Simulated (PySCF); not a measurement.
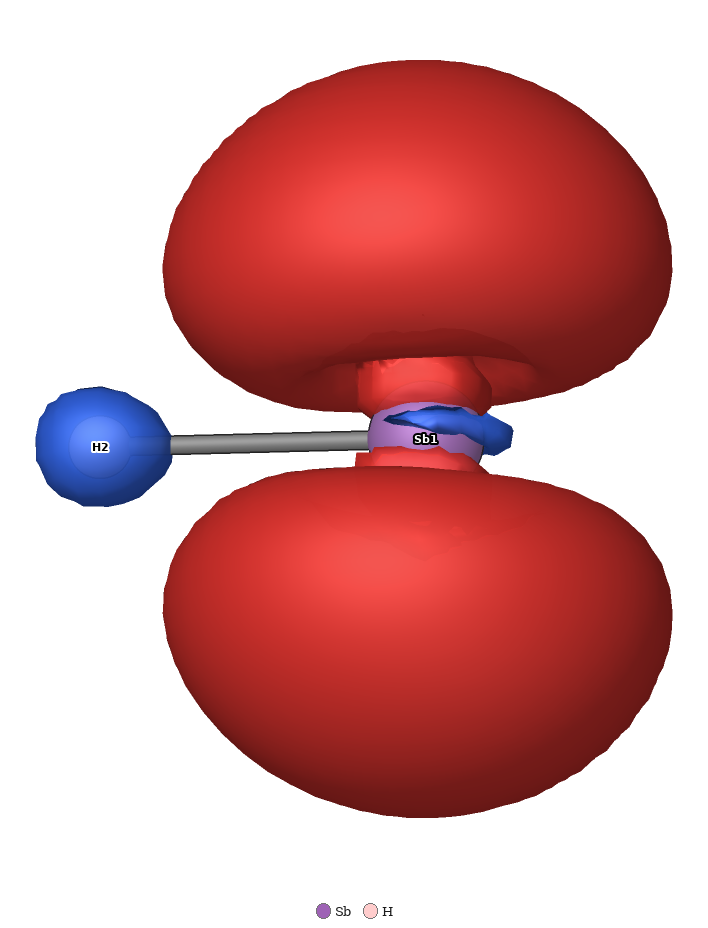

Figure 1: SbH (charge +1, doublet). Isosurfaces of the spin density (α minus β) at +0.02 (red) and −0.02 e/Å³ (blue), seen from one side.

Core potentials replace the inner electrons of Sb.

These are results of PySCF 2.14.0, PBE0/cc-pVTZ(-PP), non-relativistic Hamiltonian with scalar-relativistic core potentials where named, at a bond length of 1.717 Å, not measurements.

### Describe the spin distribution.

The unpaired spin (1 electron) lies mostly on Sb1 (about 1.0), in electrons by Hirshfeld's partition.
